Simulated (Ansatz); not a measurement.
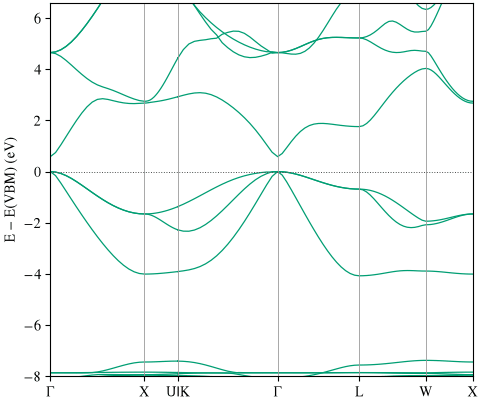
Fig. 1. Band structure from PBE (plane waves, PAW; program Ansatz)

### Question
Read off the gap and where the band edges lie.

### Answer
About 0.6 eV (0.58 eV by a search for the band edges); maximum at Γ, minimum at Γ.

The material is CdTe (zinc blende, F-43m).

The cell was relaxed with PBE under the symmetry of its start; of distortions, only those at the zone centre were tested. Scalar-relativistic: spin–orbit coupling is off unless named, which matters more the heavier the elements.

Potentials: the later of the program's two PAW sets.
